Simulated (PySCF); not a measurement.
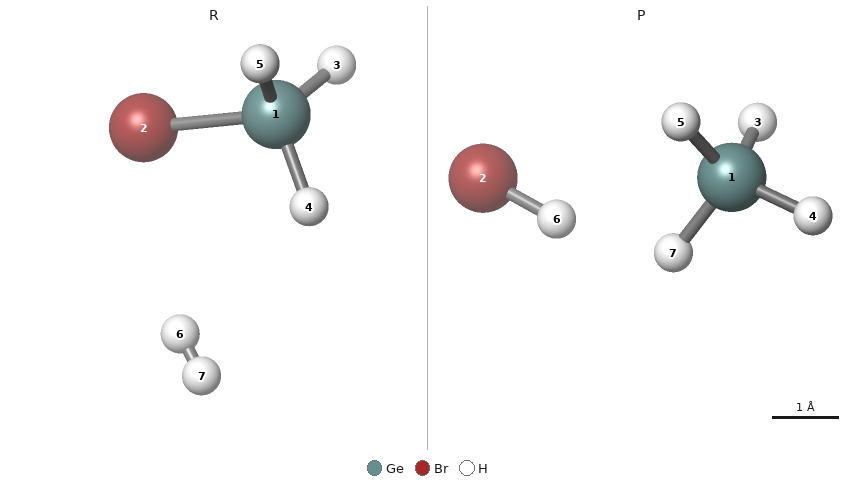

Reactant (R) and product (P) of one elementary step of GeH5Br. The picture is a ball-and-stick view, seen at a tilt.

Stationary points at PBE0-D4/def2-TZVP, single-point energies with wB97M-V (def2-TZVPP where no basis is named; PySCF 2.14.0). The energies are electronic, without zero-point or thermal terms, and both ends are the minima reached downhill from the saddle, with any fragments still in contact.

R:
```xyz
7

Ge   -0.3349   -1.1576   -0.0520
Br    1.8205   -0.5004    0.4594
H    -0.2558   -2.0059   -1.3245
H    -1.1562    0.1165   -0.2687
H    -0.8509   -1.9706    1.1390
H     0.6304    2.4804    0.0817
H     0.1469    3.0375   -0.0350
```

P:
```xyz
7

Ge   -0.9905   -0.3098   -0.2317
Br    3.1298    0.5642    0.7424
H    -0.3290   -1.1243   -1.3489
H    -2.4519   -0.0116   -0.5851
H    -0.9111   -1.0727    1.0954
H     1.7931    0.9258    0.4114
H    -0.2404    1.0283   -0.0833
```

Question: What is the transition state like, and how high is the barrier?

Answer: Counted by bonded pieces, R holds GeH₃Br + H₂ and P holds GeH₄ + HBr. From R over the saddle to P, bonds form: Ge1–H7 (4.22 → 1.84 → 1.54 Å), Br2–H6 (3.23 → 1.94 → 1.42 Å). Bonds break: Ge1–Br2 (2.31 → 2.81 → 4.32 Å), H6–H7 (0.75 → 0.87 → 2.10 Å). The saddle has one imaginary mode, 907i cm⁻¹. With wB97M-V the barrier is 53.6 kcal/mol from R and 39.9 kcal/mol from P, and P lies 13.7 kcal/mol above R.

Saddle geometry:

```xyz
7

Ge   -0.4829   -0.4079   -0.1073
Br    2.2321   -0.0736    0.5363
H     0.0438   -1.1310   -1.3378
H    -1.8597    0.2221   -0.4513
H    -0.5786   -1.0752    1.2565
H     0.7212    1.0835    0.1503
H    -0.0758    1.3820   -0.0468
```

The saddle point in the same view, with dashed sticks for the bonds that form or break:

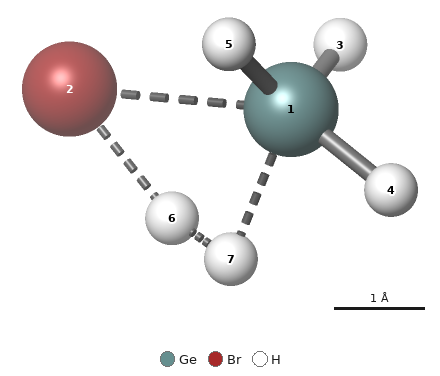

Limits of the set-up: the start holds two separate molecules, 3.0 Å apart at their closest, whose relative position is a soft coordinate.
